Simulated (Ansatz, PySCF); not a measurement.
HF (SMILES F) and HBr (SMILES Br) are pulled apart as rigid monomers along the line of their centres of mass, from the B3LYP-D3(BJ)/def2-TZVP minimum. Starting geometry (charge 0, multiplicity 1):
```tsv
atom	x (Å)	y (Å)	z (Å)
F	-0.3622	0.1354	0.3694
H	-0.2203	-0.7743	0.2652
Br	-0.0421	0.9218	3.7399
H	-0.2140	0.8103	2.3247
```

Interaction energies with rigid monomers; basis-set methods are counterpoise corrected unless marked otherwise.

Rows in 6-31G* carry no dispersion term and start afresh at each structure (6-31G* with six Cartesian d functions); the Pople sets are all-electron and without relativity.

The values were computed with Ansatz (Gaussian orbitals); PySCF for 6-31G* rows, the dispersion terms. 

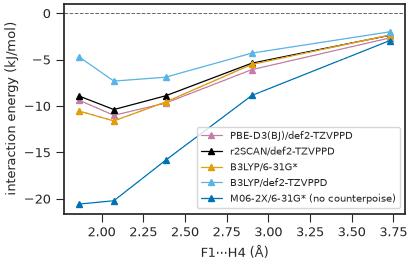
Interaction energy against separation

Problem. Which level binds most strongly at F1···H4 = 2.07, and by how much?

Solution. M06-2X/6-31G* (no counterpoise), -20 kJ/mol.

Ansatz is a program for electronic structure.
